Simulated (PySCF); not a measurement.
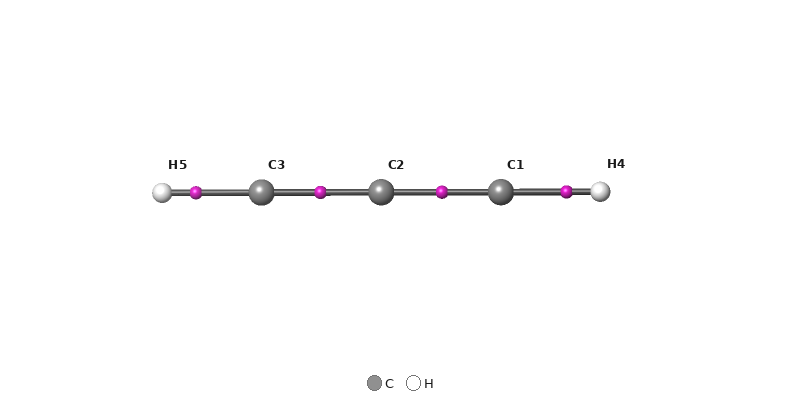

C3H2, triplet, SMILES `[CH]C#C`. Molecular graph of the electron density (QTAIM): bond paths, bond critical points (magenta), ring points (cyan, if any); weak paths are dashed.

Method: PBE/def2-SVP; geometry: GFN2-xTB; program: PySCF. No frequency check shows the geometry to be a minimum. The stability of the open-shell solution wasn't checked. GFN2-xTB doesn't know the spin state, so this open-shell geometry is rough.

How many critical points of each kind are there, and does the count close?

5 nuclei, 4 bond, 0 ring and 0 cage critical points: 5 − 4 + 0 − 0 = 1, as the Poincaré–Hopf relation requires.

What does the calculation give at each kind of bond critical point?

| bond | length (Å) | ρ (a.u.) | ∇²ρ (a.u.) | ε | H (a.u.) |
| --- | --- | --- | --- | --- | --- |
| C1–C2 (2 alike) | 1.261 | 0.360 | −0.91 | 0.00 | −0.429 |
| C1–H4 (2 alike) | 1.047 | 0.291 | −1.19 | 0.00 | −0.339 |

What kind of interaction is C1–C2?

Shared-shell (covalent): ρ = 0.360, ∇²ρ = −0.91, H = −0.429 a.u.
